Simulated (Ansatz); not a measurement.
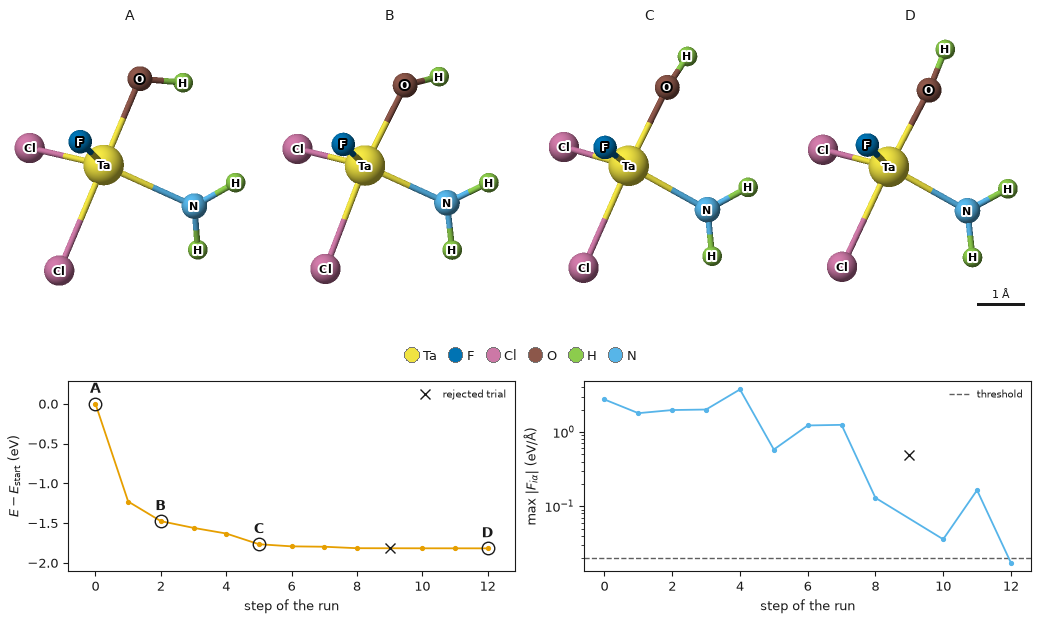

Frames of a relaxation of TaNH$_{3}$OCl$_{2}$F, marked on the history of the run. Style: ball-and-stick. Shown face on.

The run prepares the start of a later molecular dynamics calculation, from a guessed geometry.

All numbers below come from RHF/def2-SVP in Ansatz 0.2.0. (no spin polarisation; force threshold 0.02 eV/Å; at most 40 steps)

Describe the path.

After 11 accepted moves (12 points after the start) the energy has fallen by 1.816 eV. The largest force component goes from 2.7 to 0.017 eV/Å. The line search rejected the trial step at point 9 of the run. An H atom moves most after the best rigid fit: 0.85 Å. Largest moves by element: H 0.85 Å, O 0.31 Å, Cl 0.29 Å, F 0.20 Å, N 0.18 Å, Ta 0.14 Å. Among the contacts that change: N–Ta 2.160 → 1.949 Å, O–Ta 2.020 → 1.862 Å, Cl–Ta 2.470 → 2.347 Å, Cl–Ta 2.470 → 2.389 Å. Among the angles between lasting bonds that change: Ta–O–H 109.5° → 174.1°, H–N–H 120.0° → 112.4°, Ta–N–H 120.0° → 124.3°. Groups turn about N–Ta by about 35°. From step 0 to 2: an H atom moves most (0.29 Å), energy −1.474 eV. From step 2 to 5: an H atom moves most (0.50 Å), energy −0.290 eV. From step 5 to 12: an H atom moves most (0.32 Å), energy −0.052 eV.

Limits of the set-up: Hartree-Fock leaves out electron correlation.
